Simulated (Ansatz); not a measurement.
# FH₃MoO₃S (SMILES [OH][Mo]([OH])([OH])([F])=[S]): what the fields show

```xyz
9

F    -1.3078    1.6843    2.5579
Mo   -0.9152    0.9401    0.8274
O    -2.6986    1.4474    0.5850
O     0.7736    1.5760    1.3174
O    -0.5445    1.1375   -0.9658
S    -0.9108   -1.1229    1.1684
H    -3.1578    1.8159    1.3523
H     0.8572    1.9652    2.1987
H    -0.3744    0.4995   -1.6681
```

Geometry: PBE0-D4/def2-SVP; core potentials replace the inner electrons of Mo.

Computed with isolated molecule in a Gaussian basis; Kohn-Sham density functional theory, functional PBE0 in Ansatz.

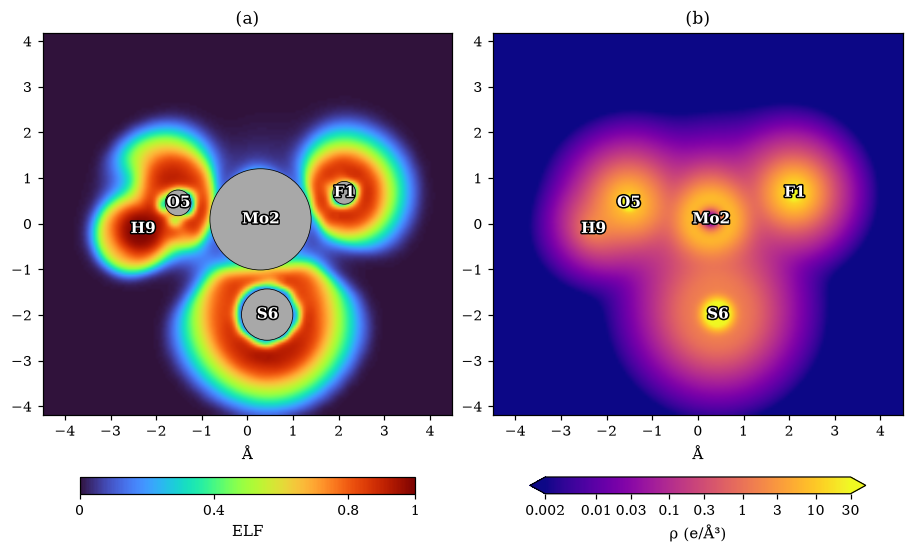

Figure 1. (a) electron localisation function; (b) electron density on the plane of atoms F1, Mo2 and O5. Grey discs cover the atomic cores in the ELF map.

Q: Read the bonding off the picture.

A:
- The section cuts through F, Mo, O, S and H sites.
- Mo–O (1.84 Å): the density is about 1.2 e/Å³ at the midpoint; the ELF peaks at about 0.85 in the valence shell of O, 0.5 Å from its nucleus, and drops to about 0.30 between the two atoms.
- Mo–F (1.92 Å): the density is about 0.93 e/Å³ at the midpoint; the ELF peaks at about 0.85 in the valence shell of F, 0.5 Å from its nucleus, and drops to about 0.20 between the two atoms.
- Mo–S (2.09 Å): ρ is about 1.1 e/Å³ halfway; the ELF peaks at about 0.75 in the valence shell of S, 0.8 Å from its nucleus, and is about 0.50 at the midpoint.
- O–H (0.96 Å): ρ is about 3.7 e/Å³ halfway; the ELF climbs to about 1 towards the hydrogen, as it does in any bond to H: a covalent bond by its length.

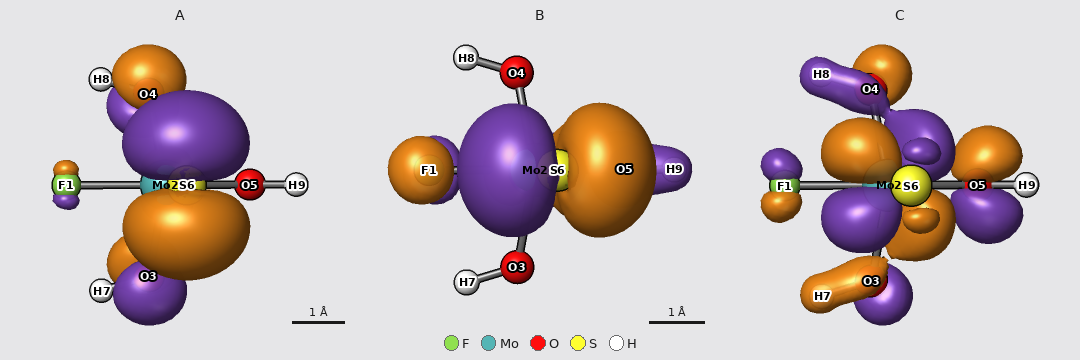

Figure 2. Three frontier orbitals at ±0.1 Å⁻³ᐟ² (orange and purple are the two phases), in no order.

Q: Which picture is the HOMO−1, the HOMO and the LUMO?

A: B is the HOMO−1 (−8.75 eV). By Hirshfeld shares it lies mainly on S6 (about 60 %), Mo2 (about 20 %), F1 (about 10 %) and O5 (about 5 %). A is the HOMO (−8.19 eV). By Hirshfeld shares it lies mainly on S6 (about 65 %), O4 (about 10 %), O3 (about 10 %) and Mo2 (about 10 %). C is the LUMO (−3.50 eV). By Hirshfeld shares it lies mainly on Mo2 (about 65 %), O5 (about 10 %), O4 (about 5 %) and O3 (about 5 %).

Q: What is the HOMO–LUMO gap?

A: 4.69 eV between the orbital energies.

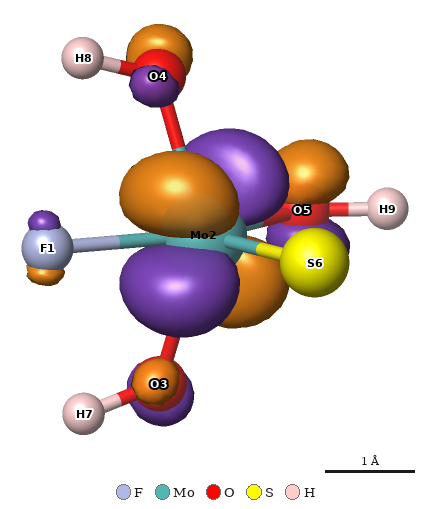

Figure 3. One frontier orbital at ±0.2 Å⁻³ᐟ² (orange and purple are the two phases), seen at a tilt.

Q: Which orbital is it: HOMO or LUMO?

A: The LUMO, at −3.50 eV. By Hirshfeld shares it lies mainly on Mo2 (about 65 %), O5 (about 10 %), O4 (about 5 %) and O3 (about 5 %).
